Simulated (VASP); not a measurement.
# What spin-orbit coupling changes in AlPt

Aim: run bands, DOS and a relaxation of AlPt twice, without and with spin-orbit coupling. All runs use LDA. Left out of this account: 1 further run (fields: a reference on another mesh). The start is a computed cell from the Materials Project.

Main program and level: VASP 6.6.1; LDA; plane waves and PAW (Al, Pt), in the first sound run; inputs show where later runs differ.

### 1. Set-up

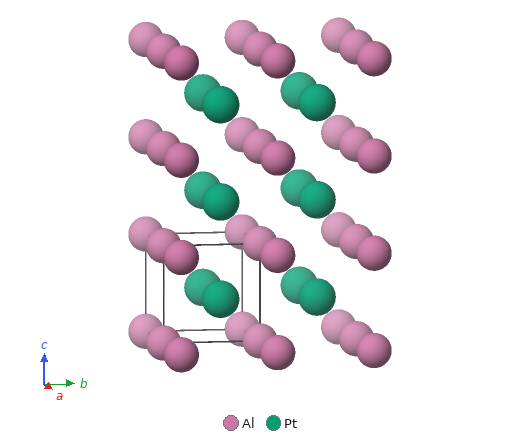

The cell as given, slightly off an axis (aluminium pink, platinum teal). 2×2×3 cells are drawn. Some periodic images of atoms are drawn too.

Structure file:

```
Al Pt
1.0
     3.09155    0.00000    0.00000
     0.00000    3.09155    0.00000
     0.00000    0.00000    3.09155
Al Pt
1 1
Direct
  0.00000 0.00000 0.00000
  0.50000 0.50000 0.50000
```

### 2. Band structure (LDA)

Levels along the symmetry lines show where the bands peak and cross; KPOINTS_OPT computes them in the converged potential. LDA, the lowest rung, knows the local density alone.

Input file INCAR:

```
SYSTEM = AlPt
PREC = Accurate
ENCUT = 400
EDIFF = 1E-06
NELM = 100
ISMEAR = -1
SIGMA = 0.05
LREAL = .FALSE.
ALGO = Normal
GGA = CA
NBANDS = 18
LASPH = .TRUE.
LORBIT = 11
LWAVE = .FALSE.
LCHARG = .FALSE.
KPAR = 2
```

Input file POSCAR:

```
AlPt
1.0
    3.0915460000      0.0000000000      0.0000000000
    0.0000000000      3.0915460000      0.0000000000
    0.0000000000      0.0000000000      3.0915460000
Al Pt
1 1
Direct
    0.0000000000      0.0000000000      0.0000000000
    0.5000000000      0.5000000000      0.5000000000
```

Input file KPOINTS:

```
Automatic mesh
0
Gamma
11 11 11
0 0 0
```

Input file KPOINTS_OPT:

```
Line mode
16
Line-mode
Reciprocal
  0.00000000   0.00000000   0.00000000 GAMMA
  0.00000000   0.50000000   0.00000000 X

  0.00000000   0.50000000   0.00000000 X
  0.50000000   0.50000000   0.00000000 M

  0.50000000   0.50000000   0.00000000 M
  0.00000000   0.00000000   0.00000000 GAMMA

  0.00000000   0.00000000   0.00000000 GAMMA
  0.50000000   0.50000000   0.50000000 R

  0.50000000   0.50000000   0.50000000 R
  0.00000000   0.50000000   0.00000000 X

  0.50000000   0.50000000   0.00000000 M
  0.50000000   0.50000000   0.50000000 R
```

Potentials, in the order of the species: Al and Pt (LDA family, release 64).

The run is started by

```console
> mpirun -np 2 vasp_std
```

The program printed:

```text
[banner, memory and clock lines left out]
running    2 mpi-ranks, on    1 nodes
 distrk:  each k-point on    1 cores,    2 groups
 distr:  one band on    1 cores,    1 groups

 POSCAR found type information on POSCAR AlPt
 POSCAR found :  2 types and       2 ions
 LDA part: xc-table for (Slater(with rela. corr.)+CA(PZ))
 , standard interpolation
 POSCAR, INCAR and KPOINTS ok, starting setup
 FFT: planning ... GRIDC
 FFT: planning ... GRID_SOFT
 FFT: planning ... GRID
 WAVECAR not read
 entering main loop
       N       E                     dE             d eps       ncg     rms          rms(c)
DAV:   1     0.335580089045E+02    0.33558E+02   -0.44862E+03  2168   0.475E+02
DAV:   2    -0.131663240609E+02   -0.46724E+02   -0.42865E+02  2514   0.126E+02
DAV:   3    -0.140920696250E+02   -0.92575E+00   -0.92085E+00  2432   0.159E+01
DAV:   4    -0.140966680424E+02   -0.45984E-02   -0.45980E-02  2436   0.132E+00
DAV:   5    -0.140967090438E+02   -0.41001E-04   -0.41001E-04  2364   0.121E-01    0.102E+01
DAV:   6    -0.136378734128E+02    0.45884E+00   -0.16075E+00  2140   0.775E+00    0.394E+00
DAV:   7    -0.135813607704E+02    0.56513E-01   -0.52544E-02  2142   0.140E+00    0.237E+00
DAV:   8    -0.135590673496E+02    0.22293E-01   -0.17259E-02  2266   0.770E-01    0.278E-01
DAV:   9    -0.135589583852E+02    0.10896E-03   -0.36648E-04  2446   0.101E-01    0.988E-02
DAV:  10    -0.135589375977E+02    0.20787E-04   -0.43652E-05  2280   0.446E-02    0.113E-02
DAV:  11    -0.135589376159E+02   -0.18229E-07   -0.53748E-07  1610   0.446E-03
   1 F= -.13558938E+02 E0= -.13556120E+02  d E =-.563585E-02
 Start KPOINTS_OPT (optional k-point list driver)
k-point batch [1-56\96]
       N       E                     dE             ncg
DAV:   1     0.682589872869E+04   -0.70975E+04     2144
DAV:   2     0.413336688674E+04   -0.26925E+04     2526
DAV:   3     0.408197404060E+04   -0.51393E+02     2464
DAV:   4     0.408170148376E+04   -0.27256E+00     2380
DAV:   5     0.408169874471E+04   -0.27391E-02     2408
DAV:   6     0.408169871029E+04   -0.34417E-04     2462
DAV:   7     0.408169870987E+04   -0.42060E-06     1942
k-point batch [57-96\96]
       N       E                     dE             ncg
DAV:   1     0.652762855133E+04   -0.14789E+05     1520
DAV:   2     0.482584602780E+04   -0.17018E+04     1824
DAV:   3     0.479504140292E+04   -0.30805E+02     1840
DAV:   4     0.479485602761E+04   -0.18538E+00     1732
DAV:   5     0.479485405580E+04   -0.19718E-02     1774
DAV:   6     0.479485403010E+04   -0.25700E-04     1772
DAV:   7     0.479485402978E+04   -0.32292E-06     1466
```

Run time: 7.2 s. Hardware: 2 MPI ranks of AMD EPYC 9R45, shared host; peak memory 0.23 GiB.

Lines that name or quote the potential files are left out of all logs, and their timing lines are given in words.

Parts of OUTCAR (step 2):

```text
ion  position               nearest neighbor table
   1  0.000  0.000  0.000-   2 2.68   2 2.68   2 2.68   2 2.68   2 2.68   2 2.68   2 2.68   2 2.68

  LATTYP: Found a simple cubic cell.
 ALAT       =     3.0915460000

 Subroutine GETGRP returns: Found 48 space group operations
 (whereof 48 operations were pure point group operations)

The static configuration has the point symmetry O_h .

 Found     56 irreducible k-points:

   k-points           NKPTS =     56   k-points in BZ     NKDIM =     56   number of bands    NBANDS=     18

   dimension x,y,z NGX =    20 NGY =   20 NGZ =   20
   dimension x,y,z NGXF=    40 NGYF=   40 NGZF=   40

   ENCUT  =  400.0 eV  29.40 Ry    5.42 a.u.   5.04  5.04  5.04*2*pi/ulx,y,z

   NELECT =      13.0000    total number of electrons

 k-points in reciprocal lattice and weights: Automatic mesh
   0.00000000  0.00000000  0.00000000       0.001
   0.09090909  0.00000000  0.00000000       0.005
   0.18181818  0.00000000  0.00000000       0.005
   0.27272727  0.00000000  0.00000000       0.005
   0.36363636  0.00000000  0.00000000       0.005
   0.45454545  0.00000000  0.00000000       0.005
   0.09090909  0.09090909  0.00000000       0.009
   0.18181818  0.09090909  0.00000000       0.018
   0.27272727  0.09090909  0.00000000       0.018
[...]
0.45454545  0.45454545  0.36363636       0.018
   0.45454545  0.45454545  0.45454545       0.006

 average (electrostatic) potential at core
       1 -68.5665       2 -63.9651

 E-fermi :  10.5928

 k-point     1 :       0.0000    0.0000    0.0000
  band No.  band energies     occupation
    ...
      2       4.9940      2.00000
      3       4.9940      2.00000
      4       7.9365      2.00000
      5       7.9365      2.00000
      6       7.9365      2.00000
      7      14.3947      0.00000
      8      14.3947      0.00000
      9      14.3947      0.00000
     10      19.6822      0.00000
     11      19.6822      0.00000
    ...

 k-point     2 :       0.0909    0.0000    0.0000
  band No.  band energies     occupation
    ...
      2       5.0356      2.00000
      3       5.0482      2.00000
      4       7.7903      2.00000
      5       7.7903      2.00000
      6       7.9516      2.00000
      7      13.5332      0.00000
      8      14.6680      0.00000
      9      14.6680      0.00000
     10      19.3983      0.00000
     11      19.8774      0.00000
    ...

 k-point     3 :       0.1818    0.0000    0.0000
  band No.  band energies     occupation
    ...
      2       5.1505      2.00000
      3       5.1512      2.00000
      4       7.4375      2.00000
      5       7.4375      2.00000
      6       7.9925      2.00000
      7      11.9748      0.00000
      8      15.4017      0.00000
      9      15.4017      0.00000
     10      18.7010      0.00000
     11      20.0554      0.00000
    ...

  Total       -1.7133164     -1.7133164     -1.7133164      0.0000000      0.0000000      0.0000000
  in kB      -92.9011327    -92.9011327    -92.9011327      0.0000000      0.0000000      0.0000000
  external PRESSURE =     -92.9011327 kB  Pullay stress =       0.0000000 kB

  energy-cutoff  :      400.00
  volume of cell :       29.55
      direct lattice vectors                 reciprocal lattice vectors
     3.091546000  0.000000000  0.000000000     0.323462759  0.000000000  0.000000000
     0.000000000  3.091546000  0.000000000     0.000000000  0.323462759  0.000000000
     0.000000000  0.000000000  3.091546000     0.000000000  0.000000000  0.323462759

 POSITION                                       TOTAL-FORCE (eV/Angst)
 -----------------------------------------------------------------------------------
      0.00000      0.00000      0.00000         0.000000      0.000000      0.000000
      1.54577      1.54577      1.54577         0.000000      0.000000      0.000000
 -----------------------------------------------------------------------------------
    total drift:                               -0.000000      0.000000      0.000000

  FREE ENERGIE OF THE ION-ELECTRON SYSTEM (eV)
  ---------------------------------------------------
  free  energy   TOTEN  =       -13.5589376159 eV

  energy  without entropy=      -13.5533017624  energy(sigma->0) =      -13.55611969

 total charge
# of ion       s       p       d       tot
------------------------------------------
    1        0.358   0.371   0.000   0.729
    2        0.687   0.586   8.218   9.491
--------------------------------------------------
tot          1.045   0.956   8.218  10.219

[... 3 further parts left out ...]
```

This run has no spin polarisation. Its electron count is odd, so without a moment it is a metal by construction. Spin-orbit coupling is off here; with elements this heavy it splits and shifts levels by tenths of an eV or more. At this level the cell is under a tension of 9.3 GPa, so at these settings it is away from equilibrium.

This step gave:

```yaml
electronic_steps: 11
electrons: 13
bands: 18
irreducible_k_points: 56
symmetry_operations: 48
free_energy_toten: -13.56 eV
energy_at_zero_smearing: -13.56 eV
fermi_energy: 10.59 eV
pressure: -9.290 GPa
metallic: yes
```

The electronic bands at the labelled points (eV, zero at the Fermi level; # counts the bands kept):

| point | #3 | #4 | #5 | #6 | #7 | #8 | #9 | #10 |
| --- | --- | --- | --- | --- | --- | --- | --- | --- |
| Γ | -5.60 | -2.66 | -2.66 | -2.66 | 3.80 | 3.80 | 3.80 | 9.09 |
| X | -5.02 | -4.07 | -4.07 | -2.46 | -0.94 | 6.19 | 8.55 | 8.55 |
| M | -3.72 | -3.72 | -3.08 | -3.08 | -1.43 | 0.94 | 3.29 | 8.28 |
| Γ | -5.60 | -2.66 | -2.66 | -2.66 | 3.80 | 3.80 | 3.80 | 9.09 |
| R | -6.42 | -1.35 | -1.35 | 0.48 | 1.80 | 1.80 | 1.80 | 4.73 |
| X | -5.02 | -4.07 | -4.07 | -2.46 | -0.94 | 6.19 | 8.55 | 8.55 |
| jump to M | -3.72 | -3.72 | -3.08 | -3.08 | -1.43 | 0.94 | 3.29 | 8.28 |
| R | -6.42 | -1.35 | -1.35 | 0.48 | 1.80 | 1.80 | 1.80 | 4.73 |

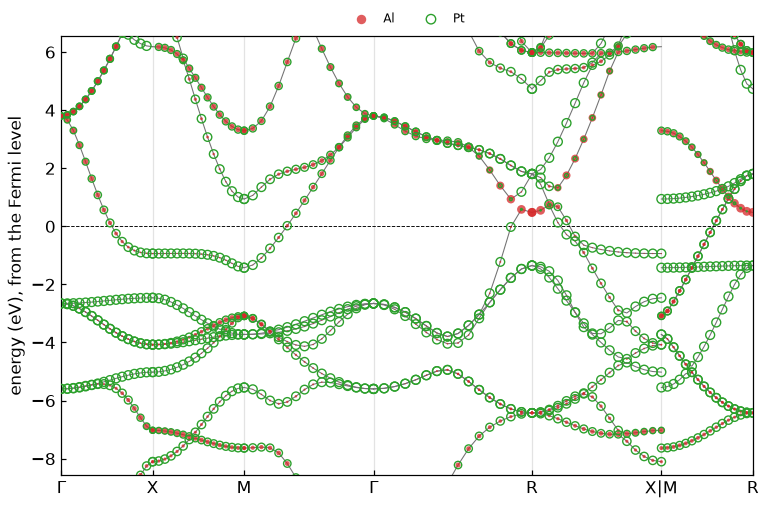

Electronic bands along the path; dots are coloured as in the legend, and their area grows with the weight.

There is no gap at this level.

### 3. Band structure (LDA + SOC)

This step: LDA, spin-orbit coupling; plane waves and PAW (Al, Pt) (VASP 6.6.1).

Levels along the symmetry lines show where the bands peak and cross; KPOINTS_OPT computes them in the converged potential. Spin-orbit coupling needs spinors and the noncollinear program, where each band holds one electron.

INCAR: that of step 2 with these lines changed.

```diff
@@ -10,4 +10,9 @@
 GGA = CA
-NBANDS = 18
+LNONCOLLINEAR = .TRUE.
+MAGMOM = 0 0 0 0 0 0
+NBANDS = 24
+GGA_COMPAT = .FALSE.
 LASPH = .TRUE.
+LSORBIT = .TRUE.
+LMAXMIX = 4
 LORBIT = 11
```

POSCAR is that of step 2.

KPOINTS is that of step 2.

KPOINTS_OPT is that of step 2.

The run is started by

```console
> mpirun -np 2 vasp_ncl
```

The program printed:

```text
[... set-up lines as in an earlier step ...]
 entering main loop
       N       E                     dE             d eps       ncg     rms          rms(c)
DAV:   1     0.420186651845E+02    0.42019E+02   -0.49523E+03  2784   0.773E+02
DAV:   2    -0.130567905643E+02   -0.55075E+02   -0.51416E+02  3296   0.181E+02
DAV:   3    -0.144237258125E+02   -0.13669E+01   -0.13584E+01  3256   0.264E+01
DAV:   4    -0.144310832443E+02   -0.73574E-02   -0.73570E-02  2992   0.233E+00
DAV:   5    -0.144311619990E+02   -0.78755E-04   -0.78756E-04  3264   0.244E-01    0.115E+01
DAV:   6    -0.139575664363E+02    0.47360E+00   -0.14132E+00  2816   0.120E+01    0.510E+00
DAV:   7    -0.139009113536E+02    0.56655E-01   -0.51937E-02  2840   0.221E+00    0.310E+00
DAV:   8    -0.138804624936E+02    0.20449E-01   -0.10961E-02  3128   0.803E-01    0.139E+00
DAV:   9    -0.138784487276E+02    0.20138E-02   -0.18413E-03  3056   0.361E-01    0.191E-01
DAV:  10    -0.138784027862E+02    0.45941E-04   -0.72753E-05  2944   0.701E-02    0.496E-02
DAV:  11    -0.138783954401E+02    0.73460E-05   -0.21533E-05  3080   0.452E-02    0.956E-03
DAV:  12    -0.138783954002E+02    0.39909E-07   -0.19705E-07  1584   0.399E-03
   1 F= -.13878395E+02 E0= -.13875808E+02  d E =-.517422E-02  mag=    -0.0000     0.0000     0.0000
 Start KPOINTS_OPT (optional k-point list driver)
k-point batch [1-56\96]
       N       E                     dE             ncg
DAV:   1     0.765915025880E+04   -0.51110E+04     2744
DAV:   2     0.443981367726E+04   -0.32193E+04     3288
DAV:   3     0.436856815131E+04   -0.71246E+02     3280
DAV:   4     0.436816940014E+04   -0.39875E+00     2984
DAV:   5     0.436816441081E+04   -0.49893E-02     3264
DAV:   6     0.436816433262E+04   -0.78197E-04     3024
DAV:   7     0.436816433132E+04   -0.12933E-05     2512
DAV:   8     0.436816433119E+04   -0.13665E-06     2016
k-point batch [57-96\96]
       N       E                     dE             ncg
DAV:   1     0.678449249676E+04   -0.14079E+05     1960
DAV:   2     0.476084736127E+04   -0.20236E+04     2280
DAV:   3     0.470796849764E+04   -0.52879E+02     2320
DAV:   4     0.470757386055E+04   -0.39464E+00     2136
DAV:   5     0.470756868220E+04   -0.51783E-02     2248
DAV:   6     0.470756859251E+04   -0.89695E-04     2200
DAV:   7     0.470756859081E+04   -0.16990E-05     1792
DAV:   8     0.470756859068E+04   -0.13174E-06     1416
```

The job ended after 23 s (2 MPI ranks; peak memory 0.34 GiB; 42 s of CPU time).

From OUTCAR (step 3):

```text
The static configuration has the point symmetry O_h .

 Found     56 irreducible k-points:

   k-points           NKPTS =     56   k-points in BZ     NKDIM =     56   number of bands    NBANDS=     24

   NELECT =      13.0000    total number of electrons

 E-fermi :  10.5932

 k-point     1 :       0.0000    0.0000    0.0000
  band No.  band energies     occupation
    ...
      8       7.7224      1.00000
      9       7.7224      1.00000
     10       7.7224      1.00000
     11       8.4926      1.00000
     12       8.4926      1.00000
     13      13.7779      0.00000
     14      13.7779      0.00000
     15      14.6604      0.00000
     16      14.6604      0.00000
     17      14.6604      0.00000
    ...

 k-point     2 :       0.0909    0.0000    0.0000
  band No.  band energies     occupation
    ...
      8       7.5807      1.00000
      9       7.6827      1.00000
     10       7.6827      1.00000
     11       8.3986      1.00000
     12       8.3986      1.00000
     13      13.3892      0.00000
     14      13.3892      0.00000
     15      14.4623      0.00000
     16      14.4623      0.00000
     17      14.9387      0.00000
    ...

  Total       -1.7424056     -1.7424056     -1.7424056      0.0000000      0.0000000     -0.0000000
  in kB      -94.4784393    -94.4784393    -94.4784393      0.0000000      0.0000000     -0.0000000
  external PRESSURE =     -94.4784393 kB  Pullay stress =       0.0000000 kB

 POSITION                                       TOTAL-FORCE (eV/Angst)
 -----------------------------------------------------------------------------------
      0.00000      0.00000      0.00000         0.000000      0.000000      0.000000
      1.54577      1.54577      1.54577         0.000000      0.000000      0.000000
 -----------------------------------------------------------------------------------
    total drift:                               -0.000000      0.000000     -0.000000

  FREE ENERGIE OF THE ION-ELECTRON SYSTEM (eV)
  ---------------------------------------------------
  free  energy   TOTEN  =       -13.8783954002 eV

  energy  without entropy=      -13.8732211767  energy(sigma->0) =      -13.87580829

 Spin-Orbit-Coupling matrix elements
 Ion:    1  E_soc:     -0.0002536
 Ion:    2  E_soc:     -0.6435413

 total charge
# of ion       s       p       d       tot
------------------------------------------
    1        0.358   0.371   0.000   0.729
    2        0.688   0.600   8.201   9.489
--------------------------------------------------
tot          1.046   0.971   8.201  10.218

 magnetization (x)
# of ion       s       p       d       tot
------------------------------------------
    1        0.000   0.000   0.000   0.000
    2        0.000  -0.000   0.000  -0.000
--------------------------------------------------
tot          0.000  -0.000   0.000  -0.000

 magnetization (y)
# of ion       s       p       d       tot
------------------------------------------
    1        0.000  -0.000   0.000  -0.000
    2        0.000   0.000   0.000   0.000
--------------------------------------------------
tot          0.000   0.000   0.000   0.000

 magnetization (z)
# of ion       s       p       d       tot
------------------------------------------
    1       -0.000   0.000   0.000  -0.000
    2        0.000  -0.000  -0.000  -0.000
--------------------------------------------------
tot         -0.000  -0.000  -0.000  -0.000

[... 7 parts as in an earlier step ...]

[... 5 further parts left out ...]
```

At this level the cell is under a tension of 9.4 GPa, so at these settings it is away from equilibrium.

Numbers from this step:

| Property | Result |
| --- | --- |
| electronic steps | 12 |
| bands | 24 |
| free energy (TOTEN) | -13.88 eV |
| energy at zero smearing | -13.88 eV |
| pressure | -9.448 GPa |

On-site spin-orbit energy by atom:

| atom | on-site spin-orbit energy (eV) |
| --- | --- |
| Al1 | 0.000 |
| Pt2 | -0.644 |

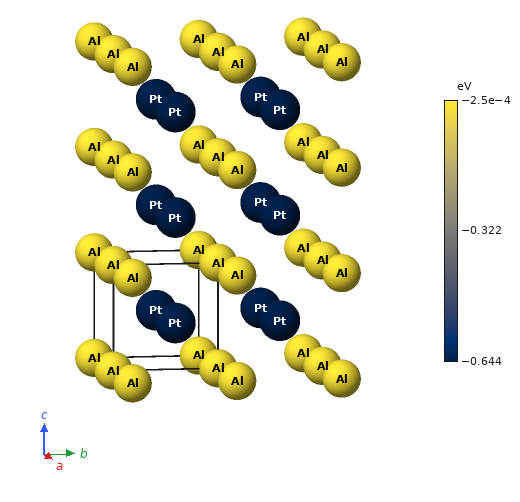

Atoms coloured by on-site spin-orbit energy. 2×2×3 cells are drawn. Some periodic images of atoms are drawn too.

Electronic bands along the path, in eV, zero at the Fermi level; # counts the bands kept:

| point | #11 | #12 | #13 | #14 | #15 | #16 | #17 | #18 |
| --- | --- | --- | --- | --- | --- | --- | --- | --- |
| Γ | -2.10 | -2.10 | 3.18 | 3.18 | 4.07 | 4.07 | 4.07 | 4.07 |
| X | -2.34 | -2.34 | -0.87 | -0.87 | 6.19 | 6.19 | 7.99 | 7.99 |
| M | -2.81 | -2.81 | -1.41 | -1.41 | 0.96 | 0.96 | 3.35 | 3.35 |
| Γ | -2.10 | -2.10 | 3.18 | 3.18 | 4.07 | 4.07 | 4.07 | 4.07 |
| R | 0.49 | 0.49 | 0.69 | 0.69 | 2.30 | 2.30 | 2.30 | 2.30 |
| X | -2.34 | -2.34 | -0.87 | -0.87 | 6.19 | 6.19 | 7.99 | 7.99 |
| jump to M | -2.81 | -2.81 | -1.41 | -1.41 | 0.96 | 0.96 | 3.35 | 3.35 |
| R | 0.49 | 0.49 | 0.69 | 0.69 | 2.30 | 2.30 | 2.30 | 2.30 |

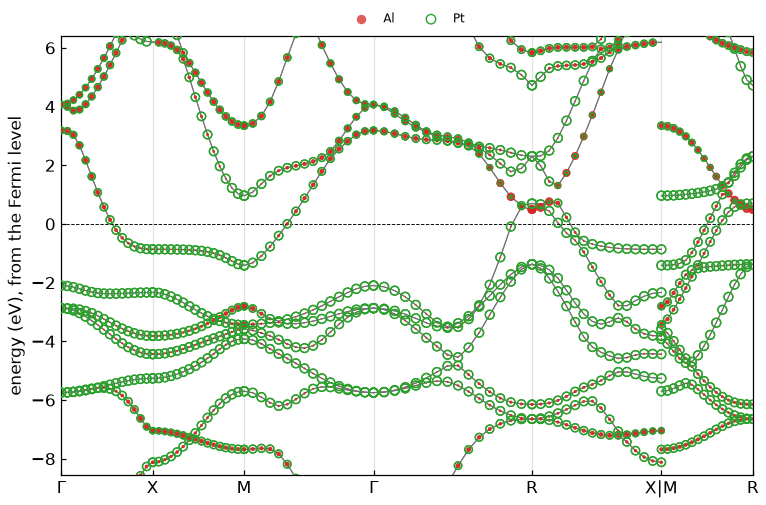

Electronic bands along the path; dots are coloured as in the legend, and their area grows with the weight.

There is no gap at this level. Without the coupling there was no gap either. The run took 3.2 times the core time, with 24 spinor bands against 18.

[end of part 1 of 3]

[Lines on the potential files, build, host, timing and source positions are cut from VASP's logs without a mark.]

[Logs are printed without paths, hosts, clocks, repeated set-up lines and the standing remarks that a program may print on its own settings, such as how far it seeks lower states.]

[Hosts, paths, dates, database ids (printed as entryN), source tags and the programs' standing remarks are cut or masked in the printed files.]

[A measured line is paired with the nearest computed mode of its activity, which favours agreement.]
